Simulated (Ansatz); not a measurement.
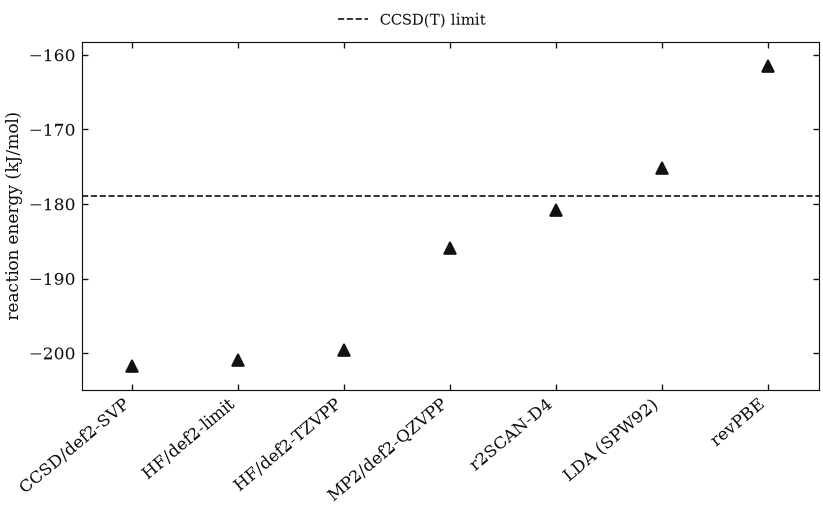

Electronic reaction energy of BSiNH₅F (N[SiH2]BF) + SiH₄O₂ (O[SiH2]O) → BSiH₄O₂F (O[SiH2]OBF) + SiNH₅ (N[SiH3]) (SMILES in brackets) at several levels (functionals in def2-TZVPP unless a basis is named), isolated molecules at PBE0-D4 triple-zeta geometries, minima by their frequencies, no zero-point or thermal terms, the Ansatz code. The line is frozen-core CCSD(T) at the basis limit (MP2 extrapolated from triple and quadruple zeta, plus CCSD(T) less MP2 in a smaller set). No dispersion term is added to revPBE. The distance of CCSD/def2-SVP and MP2/def2-QZVPP to the limit includes basis error.

Which level comes closest to the line (CCSD(T) limit), and which misses most?

Answer. Closest r2SCAN-D4 (−180.8 kJ/mol), against −178.9 kJ/mol; farthest CCSD/def2-SVP (−201.8 kJ/mol).

Give the values.

Answer.
| level | kJ/mol | less CCSD(T) limit |
| --- | --- | --- |
| CCSD/def2-SVP | −201.8 | −22.8 |
| HF/def2-limit | −201.0 | −22.0 |
| HF/def2-TZVPP | −199.6 | −20.6 |
| MP2/def2-QZVPP | −185.9 | −6.9 |
| r2SCAN-D4 | −180.8 | −1.8 |
| LDA (SPW92) | −175.2 | 3.8 |
| revPBE | −161.5 | 17.5 |
| CCSD(T) limit | −178.9 | 0.0 |

Note: one conformer of each flexible molecule.
